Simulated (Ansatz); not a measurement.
The calculation's input:

```
crystal:
  periodic: [false, false, false]
  atoms:
    - { symbol: C, position_ang: [0.3789, -0.757, -2.3899] }
    - { symbol: C, position_ang: [0.1702, -0.2706, -1.2967] }
    - { symbol: C, position_ang: [-0.0578, 0.2757, 0.0453] }
    - { symbol: C, position_ang: [0.8068, -0.5536, 1.0861] }
    - { symbol: "N", position_ang: [-1.4428, 0.2581, 0.3605] }
    - { symbol: S, position_ang: [0.5424, 2.0127, 0.1482] }
    - { symbol: H, position_ang: [0.5012, -1.0963, -3.3805] }
    - { symbol: H, position_ang: [0.4388, -1.5933, 1.0648] }
    - { symbol: H, position_ang: [0.5875, -0.1785, 2.1543] }
    - { symbol: H, position_ang: [1.8137, -0.5736, 0.9125] }
    - { symbol: H, position_ang: [-1.92, 0.8584, -0.2868] }
    - { symbol: H, position_ang: [-1.7863, -0.6668, 0.2439] }
    - { symbol: H, position_ang: [-0.0121, 2.2501, 1.3531] }
basis:
  gaussian: { orbitals: def2-SVP }
hamiltonian:
  xc: b3lyp
relax:
  f_tol: 0.015
  max_steps: 40
output:
  orbitals: {}
```

Command:

```sh
ansatz run input.yaml --threads 2 --pin off --max-ram 3072MiB --backend cpu --events-out ev --progress --plain --runs-dir out
```

The fields are those of the run's last geometry, not of the input's.

Theory: RKS B3LYP/def2-SVP (Ansatz 0.2.0).

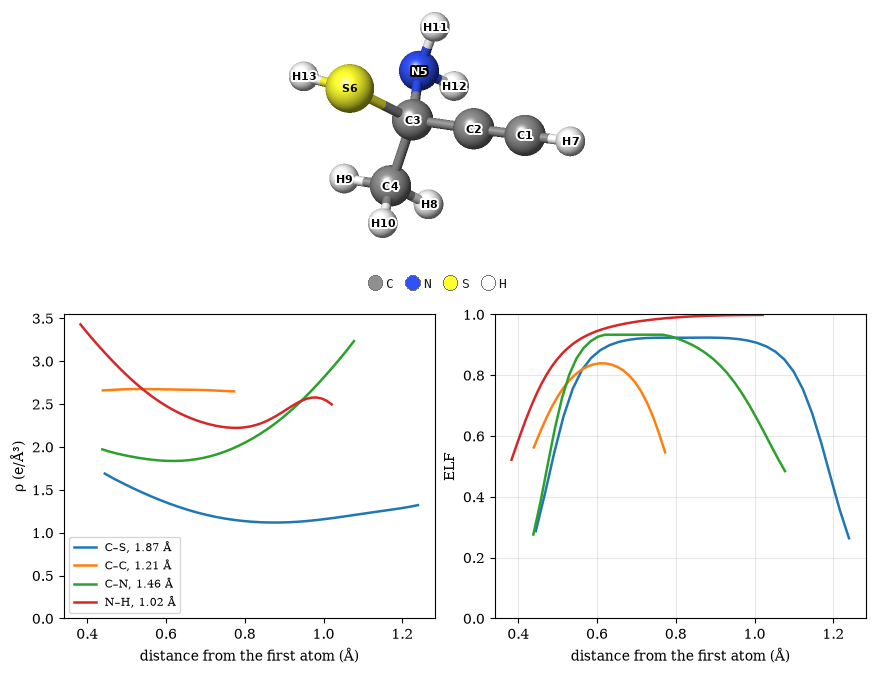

C$_{4}$H$_{7}$NS (SMILES C#CC(C)(N)S). Total electron density and electron localisation function along straight lines between neighbouring atoms. The curves leave out the atomic cores. The structure is drawn too.

Q: Compare the contacts.

A: C–S (1.87 Å): ρ at the midpoint is about 1.1 e/Å³; the ELF peaks at about 0.90 between the atoms, as expected for a shared electron pair.
C–C (1.21 Å): ρ is about 2.7 e/Å³ halfway; the ELF peaks at about 0.85 between the atoms (a multiple bond).
C–N (1.46 Å): ρ at the midpoint is about 1.9 e/Å³; the ELF peaks at about 0.95 between the atoms, as expected for a shared electron pair.
N–H (1.02 Å): ρ is about 2.8 e/Å³ halfway; the ELF climbs to about 1 towards the hydrogen, as it does in any bond to H; a covalent bond by its length.
